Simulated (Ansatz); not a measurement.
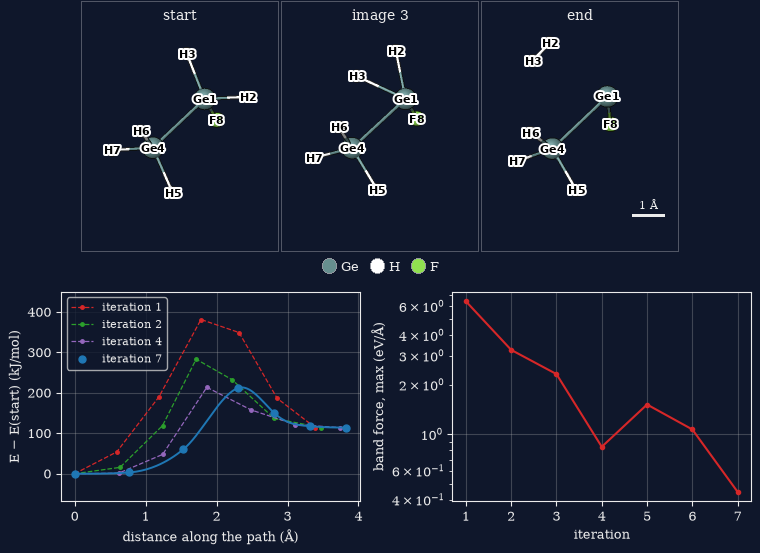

A search for the minimum-energy path of Ge2H5F by the nudged elastic band. Images are numbered from 0 (start) to 6 (end). The plot follows the band through its iterations. The picture is a ball-and-stick view, seen from a free direction.

These are results of Ansatz, RKS B3LYP/def2-SVP, not measurements. Settings: 5 movable images; climbing image; force threshold 0.5 eV/Å; iteration limit 60; starting path through a guess of the saddle point.

Question: Did the band converge, and can the barrier be trusted?

Answer: The run met only a loose threshold, so the barrier can't be trusted yet. The band converged in 7 iterations. The largest component of the band force went from 6.4 to 0.45 eV/Å. The climbing image converged on the top of the path. Its curvatures weren't checked. The force threshold is so loose that the height of the top is at best an upper bound. The first iteration put the highest image at 381.4 kJ/mol. The energy climbs by 211.5 kJ/mol to image 3 and then falls by 97.5 kJ/mol, so the end point sits at +114.1 kJ/mol.

The run took 90 s on 2 threads of Arm Neoverse V2 (shared host), peak memory 0.24 GiB.
